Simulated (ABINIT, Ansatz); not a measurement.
**LiCNO (R3m): G0W0 on several meshes in ABINIT**

Aim: the GW shift of LiCNO (R3m) against the k mesh.

Program: ABINIT 10.8.3. Level of theory: PBEsol and many-body steps on it, plane waves. Results are calculated unless marked as measured.

### Step 1. Set-up

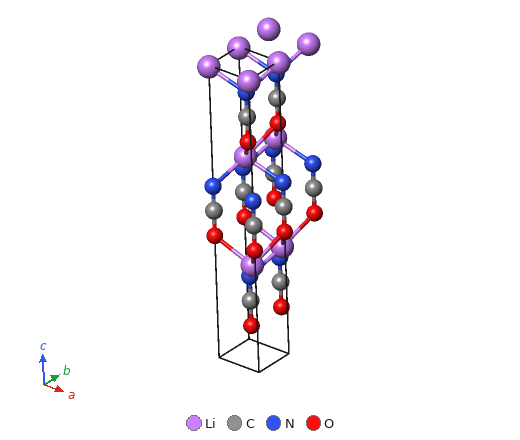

The cell as given, slightly off an axis (lithium purple, carbon grey, nitrogen blue, oxygen red). 1×2×1 cells are drawn. This picture shows the conventional cell, with its axes. Bonds to atoms that aren't drawn are left out. Some periodic images of atoms are drawn too.

The cell and positions are those that the Materials Project relaxed with its own functionals (PBE, PBE+U or r2SCAN), kept fixed.

### Step 2. Empty states on the mesh, 4×4×4 mesh, 150 bands

This step: ABINIT 10.8.3; DFT, PBEsol, plane waves, norm-conserving pseudopotentials.

The sums over transitions need many empty states on a uniform mesh; this step solves for them.

File run.abi:

```
acell 3*1.0 Angstrom
rprim 
  1.643988180588 0.949157018607 4.762053928800
  -1.643988180588 0.949157018607 4.762053928800
  0.000000000000 -1.898314037214 4.762053928800
ntypat 4
znucl 3 6 7 8
natom 4
typat 1 2 3 4
xred 
  0.005259000000 0.005259000000 0.005259000000
  0.497462000000 0.497462000000 0.497462000000
  0.413960000000 0.413960000000 0.413960000000
  0.583333333333 0.583333333333 0.583333333333
pp_dirpath "pseudos"
pseudos "Li.upf, C.upf, N.upf, O.upf"
ecut 37
ngkpt 4 4 4
nshiftk 1
shiftk 0 0 0
kptopt 1
chksymbreak 0
irdden 1
istwfk *1
nband 150
prtvol 0
optdriver 6
gwr_task "HDIAGO"
paral_kgb 0
occopt 1
indata_prefix "in"
outdata_prefix "out"
tmpdata_prefix "tmp"
```

The run is started by

```console
$ OMP_NUM_THREADS=1 mpirun -n 4 abinit run.abi > log
```

Numbers of over 12 decimals in the logs are rounded to 6 here.

Output:

```text
.Version 10.8.3 of ABINIT. v10.8.2 released Aug 2026.

 Symmetries : space group R3 m (#160); Bravais hR (rhombohedral)
[... echo of the input left out ...]
== DATASET  1 ==================================================================
-   mpi_nproc: 4, omp_nthreads: 1 (-1 if OMP is not activated)

--- !DatasetInfo
iteration_state: {dtset: 1, }
dimensions: {natom: 4, nkpt: 13, mband: 150, nsppol: 1, nspinor: 1, nspden: 1, mpw: 3276, }
cutoff_energies: {ecut:  37.0, pawecutdg:  -1.0, }
[...]
Indirect band gap semiconductor
 Fundamental gap:     4.664 (eV)
   VBM:    -0.072 (eV) at k: [ 5.0000E-01,  5.0000E-01,  5.0000E-01]
   CBM:     4.593 (eV) at k: [ 0.0000E+00,  0.0000E+00,  0.0000E+00]
 Direct gap:         4.820 (eV) at k: [ 0.0000E+00,  0.0000E+00,  0.0000E+00]

== END DATASET(S) ==============================================================
================================================================================

 -outvars: echo values of variables after computation  --------
           etotal      0.0000000000E+00
            nband         150
             nkpt          13
          spgroup         160
 [... the other variables as echoed above ...]

 Calculation completed.
```

It took 1.7 min on 4 MPI ranks of Intel Xeon Platinum 8375C at 2.90GHz (Ice Lake), shared host; peak memory 2.6 GiB; 6.8 min of CPU time.

This step gave:

```yaml
gap: 4.664 eV
k_of_the_valence_top: 0.5, 0.5, 0.5
k_of_the_conduction_bottom: 0, 0, 0
least_direct_gap: 4.820 eV
k_points_computed: 13
lowest_point_of_the_top_converged_band_above_the_valence_top: 112.4387 eV
```

On this mesh the gap is 4.664 eV.

The density comes from a self-consistent run that is not shown.

### Step 3. Screening, 4×4×4 mesh, 63 bands, screening to 141.5 eV

The RPA dielectric matrix is built and inverted for each q.

This step: RPA screening on PBEsol, plane waves, norm-conserving pseudopotentials.

Changes to run.abi since step 2:

```diff
@@ -22,10 +22,11 @@
 chksymbreak 0
-irdden 1
 istwfk *1
-nband 150
-prtvol 0
-optdriver 6
-gwr_task "HDIAGO"
-paral_kgb 0
 occopt 1
+irdwfk 1
+optdriver 3
+nband 63
+ecuteps 5.2
+inclvkb 2
+awtr 1
+symchi 1
 indata_prefix "in"
```

Output:

```text
.Version 10.8.3 of ABINIT. v10.8.2 released Aug 2026.

 Symmetries : space group R3 m (#160); Bravais hR (rhombohedral)
[... echo of the input left out ...]
== DATASET  1 ==================================================================
-   mpi_nproc: 4, omp_nthreads: 1 (-1 if OMP is not activated)

--- !DatasetInfo
iteration_state: {dtset: 1, }
dimensions: {natom: 4, nkpt: 13, mband: 63, nsppol: 1, nspinor: 1, nspden: 1, mpw: 3276, }
cutoff_energies: {ecut:  37.0, pawecutdg:  -1.0, }
electrons: {nelect:   1.80000000E+01, charge:   0.00000000E+00, occopt:   1.00000000E+00, tsmear:   1.00000000E-02, }

 SCREENING: Calculation of the susceptibility and dielectric matrices

 Based on a program developped by R.W. Godby, V. Olevano, G. Onida, and L. Reining.
 Incorporated in ABINIT by V. Olevano, G.-M. Rignanese, and M. Torrent.
.Using double precision arithmetic ; gwpc =  8

[... cell and pseudopotentials left out ...]
--------------------------------------------------------------------------------

 ==== K-mesh for the wavefunctions ====
 Number of points in the irreducible wedge :    13
[... list of points left out ...]
 Together with  6 symmetry operations and time-reversal symmetry
 yields    64 points in the full Brillouin Zone.

 ==== Q-mesh for the screening function ====
 Number of points in the irreducible wedge :    13
[... list of points left out ...]
 Together with  6 symmetry operations and time-reversal symmetry
 yields    64 points in the full Brillouin Zone.

 setmesh: FFT mesh size selected  =    40x   40x   40
          total number of points  =        64000

 vcoul_init : cutoff-mode = AUXILIARY_FUNCTION
 q-points for optical limit:   1
     1)      0.000010    0.000020    0.000030

- screening: taking advantage of time-reversal symmetry
- Maximum band index for partially occupied states nbvw = 9
- Remaining bands to be divided among processors   nbcw = 54
- Number of bands treated by each node ~13

 Number of electrons calculated from density =   18.0000; Expected =   18.0000
 average of density, n =  0.059826
 r_s =    1.5861
 omega_plasma =   23.5940 [eV]

 calculating chi0 at frequencies [eV] :
  1    0.000000E+00    0.000000E+00
  2    0.000000E+00    2.359404E+01

--------------------------------------------------------------------------------
  q-point number  1        q = ( 0.000000, 0.000000, 0.000000) [r.l.u.]
--------------------------------------------------------------------------------
[... chi0 elements left out ...]
 For q-point:  0.000010 0.000020 0.000030
  dielectric constant =   2.3903
  dielectric constant without local fields =   3.0743

  Average fulfillment of the sum rule on Im[epsilon] for q-point    1 :     61.35  [%]
[... wings left out ...]
  q-point number  2        q = ( 0.250000, 0.000000, 0.000000) [r.l.u.]
--------------------------------------------------------------------------------
[... chi0 elements left out ...]
  Average fulfillment of the sum rule on Im[epsilon] for q-point    2 :     70.56  [%]

 [... 11 further q-points ...]
```

It took 88 s on 4 MPI ranks; peak memory 1.6 GiB; 5.8 min of CPU time.

This step gave:

* ε∞ with local fields, on this mesh, along the program's q direction: 2.390
* the same without local fields: 3.074
* plasma frequency: 23.59 eV
* plane waves in the screening matrix: 159

Local fields lower ε∞ by 22 %.

### Step 4. 4×4×4

The self-energy is evaluated for the states that the input lists, and the levels follow from it, in one-shot runs by the linearised quasiparticle equation.

This step: G0W0 on PBEsol, plane waves, norm-conserving pseudopotentials.

Changes to run.abi since step 3:

```diff
@@ -25,8 +25,17 @@
 irdwfk 1
-optdriver 3
+optdriver 4
 nband 63
+gwcalctyp 0
+ecutsigx 37
+symsigma 1
+nkptgw 2
+kptgw 
+  0.5000000000 0.5000000000 0.5000000000
+  0.0000000000 0.0000000000 0.0000000000
+bdgw 
+  8 12
+  8 12
 ecuteps 5.2
-inclvkb 2
-awtr 1
-symchi 1
+irdscr 1
+ppmodel 1
 indata_prefix "in"
```

Output:

```text
.Version 10.8.3 of ABINIT. v10.8.2 released Aug 2026.

 Symmetries : space group R3 m (#160); Bravais hR (rhombohedral)
[... echo of the input left out ...]
== DATASET  1 ==================================================================
-   mpi_nproc: 4, omp_nthreads: 1 (-1 if OMP is not activated)

--- !DatasetInfo
iteration_state: {dtset: 1, }
dimensions: {natom: 4, nkpt: 13, mband: 63, nsppol: 1, nspinor: 1, nspden: 1, mpw: 3276, }
cutoff_energies: {ecut:  37.0, pawecutdg:  -1.0, }
electrons: {nelect:   1.80000000E+01, charge:   0.00000000E+00, occopt:   1.00000000E+00, tsmear:   1.00000000E-02, }

 SIGMA: Calculation of the GW corrections

 Based on a program developped by R.W. Godby, V. Olevano, G. Onida, and L. Reining.
 Incorporated in ABINIT by V. Olevano, G.-M. Rignanese, and M. Torrent.
.Using double precision arithmetic ; gwpc =  8

[... cell and pseudopotentials left out ...]
--------------------------------------------------------------------------------

 ==== K-mesh for the wavefunctions ====
 Number of points in the irreducible wedge :    13
[... list of points left out ...]
 Together with  6 symmetry operations and time-reversal symmetry
 yields    64 points in the full Brillouin Zone.

 ==== Q-mesh for screening function ====
 Number of points in the irreducible wedge :    13
[... list of points left out ...]
 Together with  6 symmetry operations and time-reversal symmetry
 yields    64 points in the full Brillouin Zone.

 vcoul_init : cutoff-mode = AUXILIARY_FUNCTION
 q-points for optical limit:   1
     1)      0.000010    0.000020    0.000030
 setmesh: FFT mesh size selected  =    54x   54x   54
          total number of points  =       157464

 Number of electrons calculated from density =   18.0000; Expected =   18.0000
 average of density, n =  0.059826
 r_s =    1.5861
 omega_plasma =   23.5940 [eV]

 === KS Band Gaps ===
  >>>> For spin  1
   Minimum direct gap =   4.8204 [eV], located at k-point      :   0.0000  0.0000  0.0000
   Fundamental gap    =   4.6643 [eV], Top of valence bands at :   0.5000  0.5000  0.5000
                                       Bottom of conduction at :   0.0000  0.0000  0.0000
 SIGMA fundamental parameters:
 PLASMON POLE MODEL  1
 number of plane-waves for SigmaX                 3259
 number of plane-waves for SigmaC and W            159
 number of plane-waves for wavefunctions          3259
 number of bands                                    63
 number of independent spin polarizations            1
 number of spinorial components                      1
 number of k-points in IBZ                          13
 number of q-points in IBZ                          13
 number of symmetry operations                       6
 number of k-points in BZ                           64
 number of q-points in BZ                           64
 number of frequencies for dSigma/dE                 9
 frequency step for dSigma/dE [eV]                0.25
 number of omega for Sigma on real axis              0
 max omega for Sigma on real axis  [eV]           0.00
 zcut for avoiding poles [eV]                     0.10

 EPSILON^-1 parameters (SCR file):
 dimension of the eps^-1 matrix on file            159
 dimension of the eps^-1 matrix used               159
 number of plane-waves for wavefunctions          3259
 number of bands                                    63
 number of q-points in IBZ                          13
 number of frequencies                               2
 number of real frequencies                          1
 number of imag frequencies                          1

 matrix elements of self-energy operator (all in [eV])

 Perturbative Calculation

--- !SelfEnergy_ee
iteration_state: {dtset: 1, }
kpoint     : [   0.500,    0.500,    0.500, ]
spin       : 1
KS_gap     :    4.997
QP_gap     :    7.654
Delta_QP_KS:    2.658
data: !SigmaeeData |
     Band     E0 <VxcDFT>   SigX SigC(E0)      Z dSigC/dE  Sig(E)    E-E0       E
        8  -0.072 -17.881 -22.041   2.589   0.814  -0.228 -19.161  -1.279  -1.351
        9  -0.072 -17.881 -22.041   2.589   0.814  -0.228 -19.161  -1.279  -1.351
       10   4.925  -9.746  -5.044  -3.117   0.870  -0.150  -8.368   1.378   6.303
       11   7.610 -15.970  -9.345  -3.121   0.822  -0.217 -13.090   2.880  10.490
       12   7.610 -15.970  -9.345  -3.121   0.822  -0.217 -13.090   2.880  10.490

--- !SelfEnergy_ee
iteration_state: {dtset: 1, }
kpoint     : [   0.000,    0.000,    0.000, ]
spin       : 1
KS_gap     :    4.820
QP_gap     :    7.515
Delta_QP_KS:    2.695
data: !SigmaeeData |
     Band     E0 <VxcDFT>   SigX SigC(E0)      Z dSigC/dE  Sig(E)    E-E0       E
        8  -0.228 -17.700 -21.924   2.605   0.815  -0.228 -19.018  -1.319  -1.546
        9  -0.228 -17.700 -21.924   2.605   0.815  -0.228 -19.018  -1.319  -1.546
       10   4.593 -10.335  -5.608  -3.138   0.866  -0.155  -8.958   1.376   5.969
       11   7.799 -16.092  -9.352  -3.177   0.822  -0.216 -13.163   2.929  10.729
       12   7.799 -16.092  -9.352  -3.177   0.822  -0.216 -13.163   2.929  10.729

== END DATASET(S) ==============================================================
================================================================================

 -outvars: echo values of variables after computation  --------
           etotal      0.0000000000E+00
            nband          63
             nkpt          13
          spgroup         160
 [... the other variables as echoed above ...]

 Calculation completed.
```

The job ended after 9.6 s (4 MPI ranks; peak memory 1.4 GiB).

Numbers from this step:

```
G0W0 gap on the points computed              : 7.32 eV
starting gap on the mesh                     : 4.664 eV
k of the valence top                         : 0.5, 0.5, 0.5
k of the conduction bottom                   : 0, 0, 0
Z at the valence top                         : 0.814
Z at the conduction bottom                   : 0.866
least direct G0W0 gap on the computed points : 7.515 eV
```

The gap on the mesh goes from 4.66 eV to 7.32 eV, a correction of +2.66 eV.

### Step 5. Empty states on the mesh, 6×6×6 mesh, 69 bands

This step: DFT, PBEsol, plane waves, norm-conserving pseudopotentials.

Changes to run.abi since step 4:

```diff
@@ -17,3 +17,3 @@
 ecut 37
-ngkpt 4 4 4
+ngkpt 6 6 6
 nshiftk 1
@@ -22,20 +22,10 @@
 chksymbreak 0
+iscf -2
+irdden 1
 istwfk *1
-occopt 1
-irdwfk 1
-optdriver 4
-nband 63
-gwcalctyp 0
-ecutsigx 37
-symsigma 1
-nkptgw 2
-kptgw 
-  0.5000000000 0.5000000000 0.5000000000
-  0.0000000000 0.0000000000 0.0000000000
-bdgw 
-  8 12
-  8 12
-ecuteps 5.2
-irdscr 1
-ppmodel 1
+nband 69
+nbdbuf 6
+tolwfr 1e-09
+nstep 60
+prtvol 0
 indata_prefix "in"
```

Output:

```text
.Version 10.8.3 of ABINIT. v10.8.2 released Aug 2026.

 Symmetries : space group R3 m (#160); Bravais hR (rhombohedral)
[... echo of the input left out ...]
== DATASET  1 ==================================================================
-   mpi_nproc: 4, omp_nthreads: 1 (-1 if OMP is not activated)

--- !DatasetInfo
iteration_state: {dtset: 1, }
dimensions: {natom: 4, nkpt: 32, mband: 69, nsppol: 1, nspinor: 1, nspden: 1, mpw: 3276, }
cutoff_energies: {ecut:  37.0, pawecutdg:  -1.0, }
[...]
1.91600    1.91600    1.93297    1.96744    1.97636    1.97636    2.02693    2.02693
   2.07983    2.09928    2.11503    2.11503    2.13481    2.16393    2.19994    2.19994
   2.25626    2.45663    2.45815    2.47453    2.48221
 prteigrs : prtvol=0 or 1, do not print more k-points.

== END DATASET(S) ==============================================================
================================================================================

 -outvars: echo values of variables after computation  --------
            nband          69
             nkpt          32
          spgroup         160
 [... the other variables as echoed above ...]

 Calculation completed.
```

It took 58 s on 4 MPI ranks; peak memory 0.44 GiB; 3.9 min of CPU time.

Numbers from this step:

- gap: 4.664 eV
- k of the valence top: 0.5, 0.5, 0.5
- k of the conduction bottom: 0, 0, 0
- least direct gap: 4.820 eV
- k points computed: 32
- lowest point of the top converged band, above the valence top: 58.9995 eV

On this mesh the gap is 4.664 eV.

[end of part 1 of 2]

[Paths, hosts, dates, memory and timing lines, banners, echoed tables and standing remarks are left out of the program output.]

[Logs are printed without paths, hosts, clocks, repeated set-up lines and the standing remarks that a program may print on its own settings, such as how far it seeks lower states.]

[Runs of the session that timed out or met a known fault of the program may be left out.]

[Hosts, paths, dates, database ids (printed as entryN), source tags and the programs' standing remarks are cut or masked in the printed files.]

[G0W0 gaps are taken among the corrected bands and points alone; a level outside them can change the order at an edge.]

[Where Ansatz stands beside ABINIT at settings called matched, ABINIT's density can come from a denser mesh and the files from another edition; pairs whose starting gaps differed by over 0.03 eV were left out, so agreement reads better than it is.]
